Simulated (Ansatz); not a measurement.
**Run report: RuBrCl, geometry relaxation (part 1 of 2)**

- system: RuBrCl (slab, 3 atoms in the cell)
- method: DFT, r2SCAN, plane waves, PAW, no spin polarisation (Ansatz 0.2.0)

The geometry comes from this level: PBE. Figures and captions count atoms from 1; the log counts them from 0 in places.

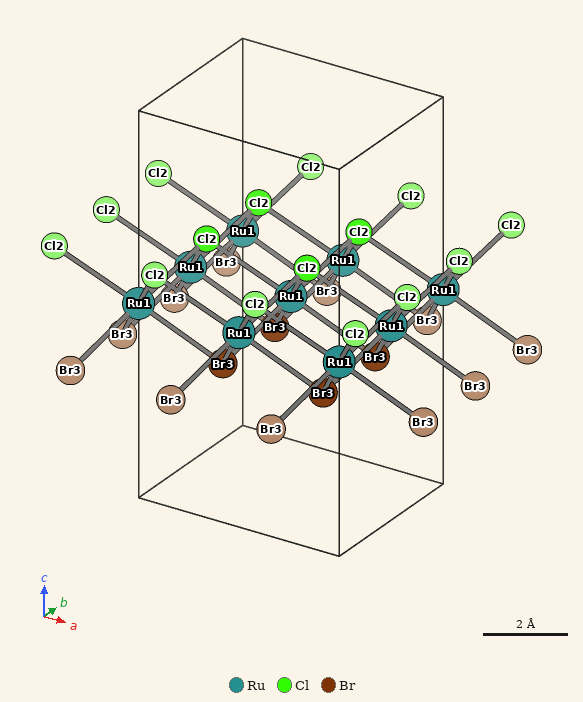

**Figure 1.** The starting structure (ball-and-stick view of the 2 × 2 repeat of the cell, with the vacuum cut short, seen slightly off an axis; neighbours outside the cell are drawn fainter; atoms are numbered from 1 in the order of the input). An atom can appear more than once, as a periodic image. Near neighbours in the periodic cell (some may lie outside the picture): Ru has 3 Br at 2.50 Å and 3 Cl at 2.46 Å; Cl has 3 Ru at 2.46 Å; Br has 3 Ru at 2.50 Å.

### Input file
```yaml
crystal:
  lattice:
    - [3.6954924252, 0.0, 0.0]
    - [-1.8477462126, 3.2003903197, 0.0]
    - [0.0, 0.0, 29.9556252544]
  atoms:
    - { symbol: Ru, position: [0.0, 0.0, 0.3011555061] }
    - { symbol: Cl, position: [0.3333333333, 0.6666666667, 0.342362298] }
    - { symbol: Br, position: [0.6666666667, 0.3333333333, 0.2578154103] }
  periodic: [true, true, false]
kpoints:
  mp_grid: { grid: [12, 12, 1] }
hamiltonian:
  xc: r2scan
scf:
  occupations: { method: fermi_dirac, width: 0.02 }
relax:
  f_tol: 0.005
  cell: {}
output:
  write_density: true
  write_potential: true
  elf: true
  volumetric_format: npy
```

Launched with:
```bash
ansatz run input.yaml --threads 4 --pin off --max-ram 5529MiB --backend cpu --events-out ev --progress --plain --runs-dir out
```

### What the program printed
```
Engine: ansatz 0.2.0, aarch64-unknown-linux-gnu
Pseudopotentials: kind: paw
Pseudopotential: Ru, paw, valence charge 16, recommended cutoff 500 eV (meta_gga), Ru.paw.azcp
Pseudopotential: Cl, paw, valence charge 7, recommended cutoff 500 eV (meta_gga), Cl.paw.azcp
Pseudopotential: Br, paw, valence charge 7, recommended cutoff 500 eV (meta_gga), Br.paw.azcp
Functional definition: r2SCAN
  parameter k0 = 0.174
  parameter k1 = 0.065
  parameter a1 = 4.9479
  exchange = r2scan_x(k0 = k0, k1 = k1, a1 = a1)
  correlation = r2scan_c
Crystal: 3 atoms, lattice volume = 354.286 Å³
Basis set: ecut = 500 eV, 9013 PW (Γ), exchange–correlation on 108×108×900 points (64 copies of the dense FFT grid, shifted against one another)
Bands: 19, of which v1, the nominal top of the filled ones, is band 15 counted from 1 (14 counted from 0)
Symmetry: 6 space group operations
Space group: P3m1 (ITA 156), of the structure as read, at distance tolerance 7.1e-5 Å
k-points: 19 of 144 (time reversal used)
Non-local potential: Ru, projectors of the file, l = 0: 3, l = 1: 2, l = 2: 2, l = 3: 1
Non-local potential: Cl, projectors of the file, l = 0: 2, l = 1: 2, l = 2: 2
Non-local potential: Br, projectors of the file, l = 0: 2, l = 1: 2, l = 2: 2
PAW form: soft (Blöchl's): semilocal exchange-correlation on the pseudo side does not see the compensation charge
PAW frozen core: Ru, regenerated for the run's functional (the file was generated under x = pbe(κ = 0.804, μ = 0.2195149727645171), c = pbe(β = 0.06672455060314922))
PAW frozen core: Cl, regenerated for the run's functional (the file was generated under x = pbe(κ = 0.804, μ = 0.2195149727645171), c = pbe(β = 0.06672455060314922))
PAW frozen core: Br, regenerated for the run's functional (the file was generated under x = pbe(κ = 0.804, μ = 0.2195149727645171), c = pbe(β = 0.06672455060314922))
PAW one-centre angular grid: Ru, 590 points (default); XC on 160 Gauss nodes
PAW one-centre angular grid: Cl, 302 points (default); XC on 160 Gauss nodes
PAW one-centre angular grid: Br, 302 points (default); XC on 160 Gauss nodes
Initial density: superposition of atomic densities (neutral atoms: chi_scale 0, normalization atom), corrected by the library's trained network
Initial wavefunctions: pseudopotential atomic-orbital guess
Functional: x = r2scan, c = r2scan; τ floored in thin density (d = 2e-4 eV/Å³)
SCF iter   1: F=—  HF=-9768.162974 eV  |F-HF|=—  |Δ(HF+E_count)|=         —  Δρ=4.37e-3  dr2=4.76e-2  dr2_τ=1.49e-1  ethr=1.77e-3  ⟨swp⟩=14.5  Hψ=3344  notcnv=0
preconditioner: auto → none  [insulator: Δε(μ)=1.527 eV  Ē_g=9.968 eV  σ=0.020 eV  W_gap=1.00  n_scr=16 (ndim 8)  ℏωp=9.3 eV  f_vac=0.791  D(μ)=0.00/eV (n_scr^D=0)  ε∞_Penn≈1.9]
SCF iter   2: F=—  HF=-9768.237518 eV  |F-HF|=—  |Δ(HF+E_count)|=   7.45e-2  Δρ=3.33e-3  dr2=8.47e-2  dr2_τ=6.51e-3  ethr=1.59e-4  ⟨swp⟩=4.7  Hψ=1096  notcnv=0
SCF iter   3: F=—  HF=-9768.225843 eV  |F-HF|=—  |Δ(HF+E_count)|=   1.17e-2  Δρ=1.79e-3  dr2=1.15e-2  dr2_τ=2.93e-4  ethr=1.59e-4  ⟨swp⟩=4.8  Hψ=1049  notcnv=0
SCF iter   4: F=—  HF=-9768.228185 eV  |F-HF|=—  |Δ(HF+E_count)|=   2.34e-3  Δρ=1.17e-3  dr2=1.05e-2  dr2_τ=4.21e-4  ethr=3.83e-5  ⟨swp⟩=5.6  Hψ=1044  notcnv=0
SCF iter   5: F=—  HF=-9768.226824 eV  |F-HF|=—  |Δ(HF+E_count)|=   1.36e-3  Δρ=2.06e-4  dr2=1.79e-4  dr2_τ=2.49e-5  ethr=3.49e-5  ⟨swp⟩=4.6  Hψ=655  notcnv=0  defer=1
SCF iter   6: F=—  HF=-9768.226898 eV  |F-HF|=—  |Δ(HF+E_count)|=   7.41e-5  Δρ=7.92e-5  dr2=3.56e-5  dr2_τ=2.19e-6  ethr=5.97e-7  ⟨swp⟩=3.1  Hψ=903  notcnv=0
SCF iter   7: F=—  HF=-9768.226879 eV  |F-HF|=—  |Δ(HF+E_count)|=   1.85e-5  Δρ=2.88e-5  dr2=4.77e-6  dr2_τ=5.13e-7  ethr=1.19e-7  ⟨swp⟩=2.9  Hψ=715  notcnv=0
SCF iter   8: F=—  HF=-9768.226880 eV  |F-HF|=—  |Δ(HF+E_count)|=   8.92e-7  Δρ=1.54e-5  dr2=1.68e-6  dr2_τ=5.28e-8  ethr=1.59e-8  ⟨swp⟩=2.9  Hψ=731  notcnv=0
SCF iter   9: F=—  HF=-9768.226880 eV  |F-HF|=—  |Δ(HF+E_count)|=   1.74e-7  Δρ=6.00e-6  dr2=2.90e-7  dr2_τ=5.90e-9  ethr=5.62e-9  ⟨swp⟩=2.4  Hψ=562  notcnv=0
SCF iter  10: F=-9768.226880 eV  HF=-9768.226880 eV  |F-HF|=4.57e-10  |Δ(HF+E_count)|=   1.34e-9  Δρ=7.60e-7  dr2=2.94e-9  dr2_τ=2.54e-10  ethr=3.33e-10  ⟨swp⟩=14.7  Hψ=3580  notcnv=0
SCF 1 converged in 10 iterations: F = -9768.226880 eV  dr2 = 2.94e-9
  greatest PAW one-centre occupation: 0.998 electrons in one spin orbital (limit 2), on the Ru atom at site 0 (counted from 0), in its partial waves of l = 1
relax step   1: F+E_penalty+E_count = -9768.22688048 eV  Δ(F+E_penalty+E_count) = +0.000e0 eV  max|allowed force component| = 1.653e-1 eV/Å  Δτ_max = 0.0000 Å  P = -0.481 N/m  Ω = 354.286 Å³  fix = [c, alpha, beta]  reactions: c -0.000 N/m  (10 SCF iters, dr2 threshold 1.00e-7 eV, accepted)
Crystal: 3 atoms, lattice volume = 348.428 Å³
Basis set: ecut = 500 eV, 8905 PW (Γ), exchange–correlation on 108×108×900 points (64 copies of the dense FFT grid, shifted against one another)
Initial density: handed on by an earlier stage of this run
Initial wavefunctions: those handed on with the density
iter 1 solved again at ethr=1.13e-5 eV; its pass at ethr=3.10e-3 eV (dr2=3.40e-3 eV) is discarded
SCF iter   1: F=—  HF=-9768.242430 eV  |F-HF|=—  |Δ(HF+E_count)|=         —  Δρ=1.74e-3  dr2=3.44e-3  dr2_τ=3.66e-2  ethr=1.13e-5  ⟨swp⟩=3.9  Hψ=3294  notcnv=0
preconditioner: auto → none  [insulator: Δε(μ)=1.590 eV  Ē_g=10.003 eV  σ=0.020 eV  W_gap=1.00  n_scr=16 (ndim 8)  ℏωp=9.3 eV  f_vac=0.791  D(μ)=0.00/eV (n_scr^D=0)  ε∞_Penn≈1.9]
SCF iter   2: F=—  HF=-9768.232513 eV  |F-HF|=—  |Δ(HF+E_count)|=   9.92e-3  Δρ=8.83e-4  dr2=1.14e-3  dr2_τ=7.86e-5  ethr=1.13e-5  ⟨swp⟩=5.8  Hψ=962  notcnv=0
SCF iter   3: F=—  HF=-9768.232955 eV  |F-HF|=—  |Δ(HF+E_count)|=   4.41e-4  Δρ=4.69e-4  dr2=9.12e-4  dr2_τ=7.63e-5  ethr=3.81e-6  ⟨swp⟩=3.6  Hψ=777  notcnv=0
SCF iter   4: F=—  HF=-9768.232915 eV  |F-HF|=—  |Δ(HF+E_count)|=   3.91e-5  Δρ=2.11e-4  dr2=2.52e-4  dr2_τ=1.31e-5  ethr=3.04e-6  ⟨swp⟩=3.4  Hψ=722  notcnv=0
SCF iter   5: F=—  HF=-9768.232896 eV  |F-HF|=—  |Δ(HF+E_count)|=   1.99e-5  Δρ=1.01e-4  dr2=7.92e-5  dr2_τ=2.55e-6  ethr=8.40e-7  ⟨swp⟩=3.7  Hψ=748  notcnv=0
SCF iter   6: F=—  HF=-9768.232887 eV  |F-HF|=—  |Δ(HF+E_count)|=   8.94e-6  Δρ=3.55e-5  dr2=1.96e-6  dr2_τ=1.31e-7  ethr=2.64e-7  ⟨swp⟩=2.5  Hψ=561  notcnv=0
SCF iter   7: F=-9768.232888 eV  HF=-9768.232887 eV  |F-HF|=1.39e-7  |Δ(HF+E_count)|=   8.60e-7  Δρ=1.33e-5  dr2=1.89e-7  dr2_τ=2.53e-8  ethr=1.00e-9  ⟨swp⟩=13.7  Hψ=4187  notcnv=0
SCF 2 converged in 7 iterations: F = -9768.232888 eV  dr2 = 1.89e-7
relax step   2: F+E_penalty+E_count = -9768.23288757 eV  Δ(F+E_penalty+E_count) = -6.007e-3 eV  max|allowed force component| = 1.197e-1 eV/Å  Δτ_max = 0.0411 Å  P = -0.331 N/m  Ω = 348.428 Å³  energy of the carried Pulay correction = +2.904e-4 eV  fix = [c, alpha, beta]  reactions: c -0.000 N/m  (7 SCF iters, dr2 threshold 3.00e-7 eV, accepted)
Crystal: 3 atoms, lattice volume = 348.301 Å³
iter 1 solved again at ethr=8.21e-7 eV; its pass at ethr=3.10e-3 eV (dr2=2.46e-4 eV) is discarded
SCF iter   1: F=—  HF=-9768.232978 eV  |F-HF|=—  |Δ(HF+E_count)|=         —  Δρ=4.03e-4  dr2=2.33e-4  dr2_τ=1.84e-3  ethr=8.21e-7  ⟨swp⟩=4.1  Hψ=2786  notcnv=0
preconditioner: auto → none  [insulator: Δε(μ)=1.624 eV  Ē_g=9.992 eV  σ=0.020 eV  W_gap=1.00  n_scr=16 (ndim 8)  ℏωp=9.3 eV  f_vac=0.792  D(μ)=0.00/eV (n_scr^D=0)  ε∞_Penn≈1.9]
SCF iter   2: F=—  HF=-9768.234149 eV  |F-HF|=—  |Δ(HF+E_count)|=   1.17e-3  Δρ=2.07e-4  dr2=1.23e-4  dr2_τ=1.35e-5  ethr=7.75e-7  ⟨swp⟩=3.5  Hψ=763  notcnv=0
SCF iter   3: F=—  HF=-9768.234155 eV  |F-HF|=—  |Δ(HF+E_count)|=   5.45e-6  Δρ=1.24e-4  dr2=9.87e-5  dr2_τ=3.33e-6  ethr=4.12e-7  ⟨swp⟩=3.7  Hψ=845  notcnv=0
SCF iter   4: F=—  HF=-9768.234148 eV  |F-HF|=—  |Δ(HF+E_count)|=   6.94e-6  Δρ=5.42e-5  dr2=1.75e-5  dr2_τ=8.50e-7  ethr=3.29e-7  ⟨swp⟩=2.4  Hψ=578  notcnv=0
SCF iter   5: F=—  HF=-9768.234147 eV  |F-HF|=—  |Δ(HF+E_count)|=   8.76e-7  Δρ=2.32e-5  dr2=9.09e-7  dr2_τ=1.04e-7  ethr=5.85e-8  ⟨swp⟩=2.8  Hψ=585  notcnv=0
SCF iter   6: F=-9768.234147 eV  HF=-9768.234147 eV  |F-HF|=7.66e-8  |Δ(HF+E_count)|=   1.74e-7  Δρ=1.29e-5  dr2=1.70e-7  dr2_τ=1.62e-8  ethr=1.00e-9  ⟨swp⟩=15.2  Hψ=3708  notcnv=0
SCF 3 converged in 6 iterations: F = -9768.234147 eV  dr2 = 1.70e-7
relax step   3: F+E_penalty+E_count = -9768.23414697 eV  Δ(F+E_penalty+E_count) = -1.259e-3 eV  max|allowed force component| = 2.945e-2 eV/Å  Δτ_max = 0.0098 Å  P = -0.105 N/m  Ω = 348.301 Å³  energy of the carried Pulay correction = +2.968e-4 eV  fix = [c, alpha, beta]  reactions: c -0.000 N/m  (6 SCF iters, dr2 threshold 3.00e-7 eV, accepted)
Crystal: 3 atoms, lattice volume = 347.824 Å³
Basis set: ecut = 500 eV, 8893 PW (Γ), exchange–correlation on 108×108×900 points (64 copies of the dense FFT grid, shifted against one another)
iter 1 solved again at ethr=2.08e-7 eV; its pass at ethr=3.10e-3 eV (dr2=6.23e-5 eV) is discarded
SCF iter   1: F=—  HF=-9768.234072 eV  |F-HF|=—  |Δ(HF+E_count)|=         —  Δρ=2.42e-4  dr2=5.88e-5  dr2_τ=3.29e-4  ethr=2.08e-7  ⟨swp⟩=3.2  Hψ=2798  notcnv=0
preconditioner: auto → none  [insulator: Δε(μ)=1.623 eV  Ē_g=10.014 eV  σ=0.020 eV  W_gap=1.00  n_scr=16 (ndim 8)  ℏωp=9.3 eV  f_vac=0.792  D(μ)=0.00/eV (n_scr^D=0)  ε∞_Penn≈1.9]
SCF iter   2: F=—  HF=-9768.234284 eV  |F-HF|=—  |Δ(HF+E_count)|=   2.12e-4  Δρ=1.39e-4  dr2=6.20e-5  dr2_τ=4.60e-6  ethr=1.96e-7  ⟨swp⟩=2.2  Hψ=730  notcnv=0
SCF iter   3: F=—  HF=-9768.234281 eV  |F-HF|=—  |Δ(HF+E_count)|=   2.87e-6  Δρ=9.04e-5  dr2=1.80e-5  dr2_τ=9.82e-7  ethr=1.96e-7  ⟨swp⟩=3.2  Hψ=687  notcnv=0
SCF iter   4: F=—  HF=-9768.234270 eV  |F-HF|=—  |Δ(HF+E_count)|=   1.08e-5  Δρ=5.37e-5  dr2=7.64e-6  dr2_τ=4.82e-7  ethr=6.00e-8  ⟨swp⟩=2.7  Hψ=675  notcnv=0
SCF iter   5: F=—  HF=-9768.234270 eV  |F-HF|=—  |Δ(HF+E_count)|=   8.98e-8  Δρ=1.98e-5  dr2=3.03e-7  dr2_τ=6.89e-8  ethr=2.55e-8  ⟨swp⟩=2.7  Hψ=542  notcnv=0
SCF iter   6: F=-9768.234271 eV  HF=-9768.234271 eV  |F-HF|=2.42e-8  |Δ(HF+E_count)|=   2.55e-7  Δρ=7.10e-6  dr2=4.19e-8  dr2_τ=4.74e-9  ethr=1.81e-10  ⟨swp⟩=12.9  Hψ=3838  notcnv=0
SCF 4 converged in 6 iterations: F = -9768.234271 eV  dr2 = 4.19e-8
relax step   4: F+E_penalty+E_count = -9768.23427054 eV  Δ(F+E_penalty+E_count) = -1.236e-4 eV  max|allowed force component| = 7.495e-3 eV/Å  Δτ_max = 0.0017 Å  P = +0.002 N/m  Ω = 347.824 Å³  energy of the carried Pulay correction = +3.207e-4 eV  fix = [c, alpha, beta]  reactions: c +0.000 N/m  (6 SCF iters, dr2 threshold 5.42e-8 eV, accepted)
Crystal: 3 atoms, lattice volume = 347.826 Å³
iter 1 solved again at ethr=5.94e-8 eV; its pass at ethr=3.10e-3 eV (dr2=1.78e-5 eV) is discarded
SCF iter   1: F=—  HF=-9768.234236 eV  |F-HF|=—  |Δ(HF+E_count)|=         —  Δρ=1.50e-4  dr2=1.82e-5  dr2_τ=9.54e-5  ethr=5.94e-8  ⟨swp⟩=2.7  Hψ=2343  notcnv=0
preconditioner: auto → none  [insulator: Δε(μ)=1.622 eV  Ē_g=10.014 eV  σ=0.020 eV  W_gap=1.00  n_scr=16 (ndim 8)  ℏωp=9.3 eV  f_vac=0.792  D(μ)=0.00/eV (n_scr^D=0)  ε∞_Penn≈1.9]
SCF iter   2: F=—  HF=-9768.234288 eV  |F-HF|=—  |Δ(HF+E_count)|=   5.16e-5  Δρ=8.19e-5  dr2=2.56e-5  dr2_τ=9.69e-7  ethr=5.94e-8  ⟨swp⟩=3.0  Hψ=809  notcnv=0
SCF iter   3: F=—  HF=-9768.234289 eV  |F-HF|=—  |Δ(HF+E_count)|=   1.44e-6  Δρ=5.72e-5  dr2=1.28e-5  dr2_τ=4.12e-7  ethr=5.94e-8  ⟨swp⟩=2.6  Hψ=636  notcnv=0
SCF iter   4: F=—  HF=-9768.234285 eV  |F-HF|=—  |Δ(HF+E_count)|=   3.89e-6  Δρ=3.06e-5  dr2=1.98e-6  dr2_τ=8.73e-8  ethr=4.27e-8  ⟨swp⟩=2.4  Hψ=534  notcnv=0
SCF iter   5: F=—  HF=-9768.234274 eV  |F-HF|=—  |Δ(HF+E_count)|=   1.09e-5  Δρ=9.60e-6  dr2=1.89e-7  dr2_τ=1.34e-8  ethr=6.62e-9  ⟨swp⟩=3.0  Hψ=687  notcnv=0
SCF iter   6: F=—  HF=-9768.234274 eV  |F-HF|=—  |Δ(HF+E_count)|=   2.94e-8  Δρ=3.00e-6  dr2=1.31e-8  dr2_τ=1.06e-9  ethr=6.30e-10  ⟨swp⟩=3.0  Hψ=669  notcnv=0
SCF iter   7: F=-9768.234275 eV  HF=-9768.234275 eV  |F-HF|=8.00e-11  |Δ(HF+E_count)|=   3.39e-9  Δρ=8.67e-7  dr2=9.89e-10  dr2_τ=9.95e-11  ethr=1.17e-11  ⟨swp⟩=13.1  Hψ=3211  notcnv=0
SCF 5 converged in 7 iterations: F = -9768.234275 eV  dr2 = 9.89e-10
relax step   5: F+E_penalty+E_count = -9768.23427450 eV  Δ(F+E_penalty+E_count) = -3.962e-6 eV  max|allowed force component| = 1.789e-3 eV/Å  Δτ_max = 0.0008 Å  P = -0.004 N/m  Ω = 347.826 Å³  energy of the carried Pulay correction = +3.205e-4 eV  fix = [c, alpha, beta]  reactions: c -0.000 N/m  (7 SCF iters, dr2 threshold 3.51e-9 eV, accepted)
Initial wavefunctions: pseudopotential atomic-orbital guess (no wavefunctions were taken with the density)
iter 1 solved again at ethr=4.61e-7 eV; its pass at ethr=3.10e-3 eV (dr2=1.38e-4 eV) is discarded
SCF iter   1: F=—  HF=-9768.233971 eV  |F-HF|=—  |Δ(HF+E_count)|=         —  Δρ=1.63e-5  dr2=1.12e-7  dr2_τ=1.11e-6  ethr=4.61e-7  ⟨swp⟩=5.8  Hψ=4908  notcnv=0
eigensolver tolerance schedule: the retry pair's looser diagonalisation over-reported the residual by 1231.88 of it (diagonalisation noise at 0.22 of the residual, at the tolerance the schedule requests for it); recorded, not acted on — ethr = c·dr2/N_el stays at c = 1.0e-1
SCF iter   2: F=—  HF=-9768.233966 eV  |F-HF|=—  |Δ(HF+E_count)|=   5.26e-6  Δρ=7.91e-6  dr2=2.76e-8  dr2_τ=3.41e-8  ethr=3.74e-10  ⟨swp⟩=4.9  Hψ=1224  notcnv=0
SCF iter   3: F=—  HF=-9768.233966 eV  |F-HF|=—  |Δ(HF+E_count)|=   7.91e-8  Δρ=2.11e-6  dr2=1.78e-8  dr2_τ=2.12e-9  ethr=9.18e-11  ⟨swp⟩=3.3  Hψ=794  notcnv=0
SCF iter   4: F=—  HF=-9768.233966 eV  |F-HF|=—  |Δ(HF+E_count)|=  2.38e-10  Δρ=7.77e-7  dr2=7.64e-9  dr2_τ=3.72e-10  ethr=5.94e-11  ⟨swp⟩=2.8  Hψ=639  notcnv=0
SCF iter   5: F=—  HF=-9768.233966 eV  |F-HF|=—  |Δ(HF+E_count)|=   1.04e-9  Δρ=3.81e-7  dr2=3.07e-10  dr2_τ=6.97e-11  ethr=2.55e-11  ⟨swp⟩=2.8  Hψ=544  notcnv=0
SCF iter   6: F=—  HF=-9768.233966 eV  |F-HF|=—  |Δ(HF+E_count)|=  2.11e-10  Δρ=2.18e-7  dr2=2.01e-10  dr2_τ=2.22e-11  ethr=1.02e-12  ⟨swp⟩=3.4  Hψ=764  notcnv=0
SCF iter   7: F=-9768.233966 eV  HF=-9768.233966 eV  |F-HF|=7.82e-11  |Δ(HF+E_count)|=  1.04e-10  Δρ=7.98e-8  dr2=6.60e-12  dr2_τ=4.65e-12  ethr=1.00e-12  ⟨swp⟩=10.9  Hψ=2887  notcnv=0
SCF 6 converged in 7 iterations: F = -9768.233966 eV  dr2 = 6.60e-12
relax step   6: F+E_penalty+E_count = -9768.23396573 eV  Δ(F+E_penalty+E_count) = +3.088e-4 eV  max|allowed force component| = 1.660e-3 eV/Å  Δτ_max = 0.0000 Å  P = -0.006 N/m  Ω = 347.826 Å³  fix = [c, alpha, beta]  reactions: c -0.000 N/m  stress off target by 5.59e-3 N/m on what of the cell is left free  SCF on the basis re-selected at this cell (its energy is not comparable with the rows above)  (7 SCF iters)
```
